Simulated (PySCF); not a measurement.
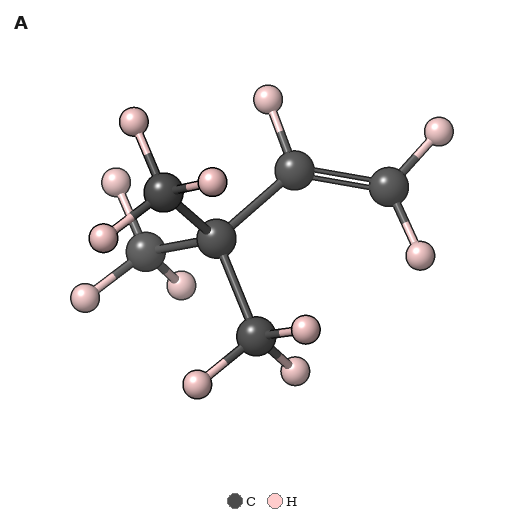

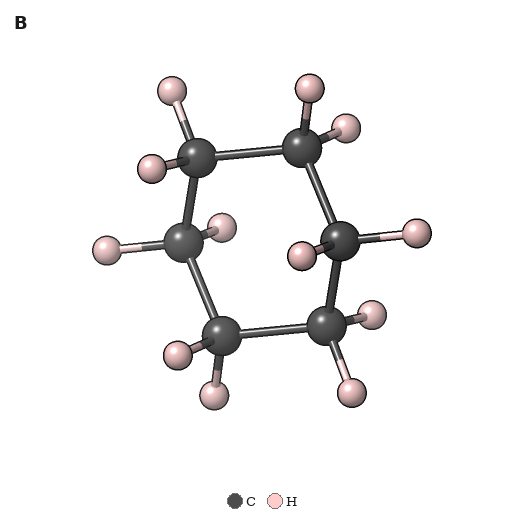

2 stationary structures of one formula. Geometries: PBE0-D3(BJ)/def2-SVP. Electronic energies: PBE0-D3(BJ)/def2-SVP (PySCF 2.14.0), without zero-point energy. No frequency run is at hand to confirm each as a minimum.

Are they conformers, stereoisomers or constitutional isomers?

Answer. They are constitutional isomers of C6H12: A `C=CC(C)(C)C`, B `C1CCCCC1`.

Rank them by energy, lowest first.

Answer. B is lowest; A lies 108.6 kJ/mol above it.
